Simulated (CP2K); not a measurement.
**SiAsNH6 (SMILES N[AsH][SiH3]): B3LYP/6-31G(d) (spherical functions)**

What is the energy change on altering one bond length of SiAsNH6 at B3LYP/6-31G* (spherical functions)? 

The results are computed with CP2K 2026.2.

4 further runs of the same task are left out: 1 that didn't finish, 3 set aside as unsound or not needed. Runs told in other sessions of the task aren't counted.

### Step 1. The system as given

SiAsNH6 has 9 atoms, charge 0, and is taken as a singlet. SMILES: `N[AsH][SiH3]`. The coordinates come from a PBE0-D4/def2-TZVP relaxation. This is one conformer, not always the lowest.

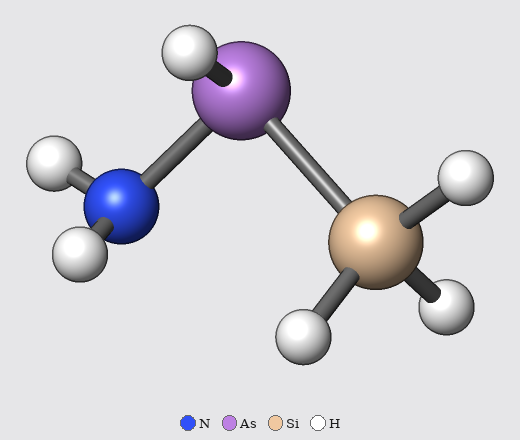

The structure, seen from a chosen angle (nitrogen blue, arsenic purple, silicon light orange, hydrogen white).

### Step 2. The energy at B3LYP/6-31G(d) (spherical functions)

The input, calc.inp:

```
&GLOBAL
 PROJECT_NAME calc
 RUN_TYPE ENERGY
 PRINT_LEVEL MEDIUM
&END GLOBAL

&FORCE_EVAL
 METHOD QS
 &DFT
  BASIS_SET_FILE_NAME ./6_31gs.basis
  POTENTIAL_FILE_NAME POTENTIAL
  &QS
   METHOD GAPW
   EPS_DEFAULT 1.0E-10
  &END QS
  &MGRID
   CUTOFF 280
   REL_CUTOFF 50
   NGRIDS 4
  &END MGRID
  &POISSON
   PERIODIC NONE
   POISSON_SOLVER MULTIPOLE
  &END POISSON
  &SCF
   SCF_GUESS ATOMIC
   EPS_SCF 1.0E-07
   MAX_SCF 80
   ADDED_MOS 3
   &DIAGONALIZATION
    ALGORITHM STANDARD
   &END DIAGONALIZATION
   &MIXING
    METHOD DIRECT_P_MIXING
    ALPHA 0.4
   &END MIXING
  &END SCF
  &XC
   &XC_FUNCTIONAL
    &HYB_GGA_XC_B3LYP
    &END HYB_GGA_XC_B3LYP
   &END XC_FUNCTIONAL
   &HF
    FRACTION 0.2
    &SCREENING
     EPS_SCHWARZ 1.0E-10
    &END SCREENING
    &MEMORY
     MAX_MEMORY 1050
    &END MEMORY
   &END HF
  &END XC
  &PRINT
   &MOMENTS
    PERIODIC F
    REFERENCE COM
    MAX_MOMENT 1
   &END MOMENTS
   &MO ON
    ENERGIES T
    OCCUPATION_NUMBERS T
    NDIGITS 6
    &EACH
     QS_SCF 0
    &END EACH
    ADD_LAST NUMERIC
   &END MO
   &LOWDIN ON
   &END LOWDIN
   &HIRSHFELD OFF
   &END HIRSHFELD
  &END PRINT
 &END DFT
 &SUBSYS
  &CELL
   ABC 10.4 11 10.8
   PERIODIC NONE
  &END CELL
  &COORD
   N     -1.101100     0.719000    -1.145600
   As     0.735100     0.438100    -0.988900
   Si     0.557300    -1.064700     0.828600
   H     -1.303700     1.291400    -1.954300
   H     -1.525300     1.144300    -0.332300
   H      1.144100     1.592600    -0.059800
   H      1.889500    -1.194000     1.477900
   H      0.123900    -2.393300     0.326700
   H     -0.431200    -0.579700     1.830600
  &END COORD
  &TOPOLOGY
   &CENTER_COORDINATES
   &END CENTER_COORDINATES
  &END TOPOLOGY
  &KIND N
   BASIS_SET 6-31Gs
   POTENTIAL ALL
   LEBEDEV_GRID 194
   RADIAL_GRID 100
  &END KIND
  &KIND As
   BASIS_SET 6-31Gs
   POTENTIAL ALL
   LEBEDEV_GRID 194
   RADIAL_GRID 100
  &END KIND
  &KIND Si
   BASIS_SET 6-31Gs
   POTENTIAL ALL
   LEBEDEV_GRID 194
   RADIAL_GRID 100
  &END KIND
  &KIND H
   BASIS_SET 6-31Gs
   POTENTIAL ALL
   LEBEDEV_GRID 194
   RADIAL_GRID 100
  &END KIND
 &END SUBSYS
&END FORCE_EVAL
```

Run with:

```sh
OMP_NUM_THREADS=1 cp2k.psmp -i calc.inp -o calc.out
```

The program printed:

```text
CP2K| version string:                                       CP2K version 2026.2
[...]
 GLOBAL| Method name                                                        CP2K
[...]
 GLOBAL| Run type                                                         ENERGY
[...]
 DFT| Spin restricted Kohn-Sham (RKS) calculation                            RKS
 DFT| Multiplicity                                                             1
[...]
 DFT| Charge                                                                   0
[...]
 FUNCTIONAL| HYB_GGA_XC_B3LYP:
[...]
 QS| Method:                                                                GAPW
[...]
 QS| Density cutoff [a.u.]:                                                140.0
[...]
 QS| Relative density cutoff [a.u.]:                                        25.0
[...]
                             - Atoms:                                          9
[...]
                             - Spherical basis functions:                     76
[...]
 Number of electrons:                                                         60
[...]
     1 P_Mix/Diag. 0.40E+00   16.1     0.48402376     -2583.7394951996 -2.58E+03
[...]
    15 DIIS/Diag.  0.47E-07    3.8     0.00000003     -2583.4658577654  0.00E+00
  *** SCF run converged in    15 steps ***
[...]
  Overlap energy of the core charge distribution:               0.00000280384894
  Self energy of the core charge distribution:               -772.69442051373085
  Core Hamiltonian energy:                                  -1978.83524251172730
  Hartree energy:                                             129.81463710843110
  Exchange-correlation energy:                                -15.37966186796348
  Hartree-Fock Exchange energy:                               -22.09120258651910
[...]
                     Mulliken Population Analysis
 #  Atom  Element  Kind  Atomic population                           Net charge
       1     N        1          7.812235                             -0.812235
       2     As       2         32.857986                              0.142014
       3     Si       3         13.780524                              0.219476
       4     H        4          0.676467                              0.323533
       5     H        4          0.678560                              0.321440
       6     H        4          1.015714                             -0.015714
       7     H        4          1.062748                             -0.062748
       8     H        4          1.053542                             -0.053542
       9     H        4          1.062223                             -0.062223
 # Total charge                             60.000000                  0.000000
[...]
  Dipole moment [Debye]
    X= -0.4786541E+00 Y=  0.1400878E+01 Z=  0.4226509E+00  Total=      1.5395465
 ENERGY| Total FORCE_EVAL ( QS ) energy [hartree]          -2583.465857765434521
[...]
```

Wall time 76 s (1 thread of AMD EPYC 7R13 (Zen 3), shared host); peak memory 0.84 GiB.

### Step 3. The distorted shape at the same level

The input, mol.inp:

```
&FORCE_EVAL
    METHOD QUICKSTEP
    &DFT
        BASIS_SET_FILE_NAME ./6_31gs.basis
        POTENTIAL_FILE_NAME POTENTIAL
        &QS
            METHOD GAPW
            EPS_DEFAULT 1.0E-10
        &END
        &MGRID
            CUTOFF 280
            REL_CUTOFF 50
            NGRIDS 4
        &END
        &POISSON
            PERIODIC NONE
            POISSON_SOLVER MULTIPOLE
        &END
        &SCF
            SCF_GUESS ATOMIC
            EPS_SCF 1.0E-07
            MAX_SCF 40
            &OT
                MINIMIZER DIIS
                PRECONDITIONER FULL_ALL
            &END
            &OUTER_SCF
                EPS_SCF 1.0E-07
                MAX_SCF 10
            &END
        &END
        &XC
            &XC_FUNCTIONAL
                &HYB_GGA_XC_B3LYP
                &END
            &END
            &HF
                FRACTION 0.2
                &SCREENING
                    EPS_SCHWARZ 1.0E-10
                &END
                &MEMORY
                    MAX_MEMORY 1050
                &END
            &END
        &END
        &PRINT
            &MOMENTS
                PERIODIC F
                REFERENCE COM
                MAX_MOMENT 1
            &END
            &MO_CUBES
                NLUMO 3
                NHOMO -1
                WRITE_CUBE F
            &END
            &LOWDIN ON
            &END
            &HIRSHFELD OFF
            &END
        &END
    &END
    &SUBSYS
        &CELL
            ABC 10.9 11 10.8
            PERIODIC NONE
        &END
        &COORD
            N     -0.592050     0.208630    -2.121579
            As     1.244150    -0.072270    -1.964879
            Si     1.066350    -1.575070    -0.147379
            H     -0.794650     0.781030    -2.930279
            H     -1.525300     1.144300    -0.332300
            H      1.653150     1.082230    -1.035779
            H      2.398550    -1.704370     0.501921
            H      0.632950    -2.903670    -0.649279
            H      0.077850    -1.090070     0.854621
        &END
        &TOPOLOGY
            &CENTER_COORDINATES
            &END
        &END
        &KIND N
            BASIS_SET 6-31Gs
            POTENTIAL ALL
            LEBEDEV_GRID 194
            RADIAL_GRID 100
        &END
        &KIND As
            BASIS_SET 6-31Gs
            POTENTIAL ALL
            LEBEDEV_GRID 194
            RADIAL_GRID 100
        &END
        &KIND Si
            BASIS_SET 6-31Gs
            POTENTIAL ALL
            LEBEDEV_GRID 194
            RADIAL_GRID 100
        &END
        &KIND H
            BASIS_SET 6-31Gs
            POTENTIAL ALL
            LEBEDEV_GRID 194
            RADIAL_GRID 100
        &END
    &END
&END
&GLOBAL
    PROJECT_NAME mol
    RUN_TYPE ENERGY
    PRINT_LEVEL MEDIUM
&END
```

Run with:

```sh
OMP_NUM_THREADS=1 cp2k.psmp -i mol.inp -o mol.out
```

The program printed, shortened:

```text
CP2K| version string:                                       CP2K version 2026.2
[...]
 GLOBAL| Method name                                                        CP2K
[...]
 GLOBAL| Run type                                                         ENERGY
[...]
 DFT| Spin restricted Kohn-Sham (RKS) calculation                            RKS
 DFT| Multiplicity                                                             1
[...]
 DFT| Charge                                                                   0
[...]
 FUNCTIONAL| HYB_GGA_XC_B3LYP:
[...]
 QS| Method:                                                                GAPW
[...]
 QS| Density cutoff [a.u.]:                                                140.0
[...]
 QS| Relative density cutoff [a.u.]:                                        25.0
[...]
                             - Atoms:                                          9
[...]
                             - Spherical basis functions:                     76
[...]
 Number of electrons:                                                         60
[...]
     1 OT DIIS     0.15E+00   16.0     0.63378465     -2493.1669936886 -2.49E+03
[...]
    14 OT DIIS     0.15E+00    4.3     0.00000004     -2583.2887578494 -1.15E-09
  *** SCF run converged in    14 steps ***
[...]
  Overlap energy of the core charge distribution:               0.00000260213829
  Self energy of the core charge distribution:               -772.69442051373085
  Core Hamiltonian energy:                                  -1979.27350109190456
  Hartree energy:                                             130.26674328083786
  Exchange-correlation energy:                                -15.22420992560783
  Hartree-Fock Exchange energy:                               -22.03595127656009
[...]
                     Mulliken Population Analysis
 #  Atom  Element  Kind  Atomic population                           Net charge
       1     N        1          7.578517                             -0.578517
       2     As       2         32.846142                              0.153858
       3     Si       3         13.753150                              0.246850
       4     H        4          0.674657                              0.325343
[...]
  Dipole moment [Debye]
    X=  0.1049301E+01 Y=  0.7529173E+00 Z= -0.1552046E+00  Total=      1.3007708
[...]
 HOMO - LUMO gap [eV] :    2.941852
 ENERGY| Total FORCE_EVAL ( QS ) energy [hartree]          -2583.288757849425565
[...]
```

It took 3.5 min on 1 thread of AMD EPYC 7R13 (Zen 3), shared host; peak memory 0.9 GiB.

### Step 4. Summary of results

Level: B3LYP/6-31G* (spherical functions).

| quantity | value |
| --- | --- |
| first shape: total energy | -2583.46586 Eh |
| first shape: dipole moment | 1.54 D |
| first shape: HOMO energy | -6.70 eV |
| first shape: LUMO energy | -0.24 eV |
| first shape: HOMO–LUMO gap | 6.46 eV |
| distorted shape: total energy | -2583.28876 Eh |
| distorted shape: dipole moment | 1.30 D |
| distorted shape: HOMO energy | -6.75 eV |
| distorted shape: LUMO energy | -3.80 eV |
| distorted shape: HOMO–LUMO gap | 2.94 eV |
| energy change with the N1–H5 bond stretched from 1.011 to 2.224 Å | 4.819 eV |

**Reading.** One bond (distorted shape) is far stretched, which a spin-restricted single reference describes badly; a broken-symmetry solution may lie lower. With the N1–H5 bond stretched from 1.011 to 2.224 Å the energy rises by 4.82 eV (111 kcal/mol). The first shape isn't relaxed at this level, so the change isn't measured from a minimum. A restricted reference can't describe the breaking bond well at this length.
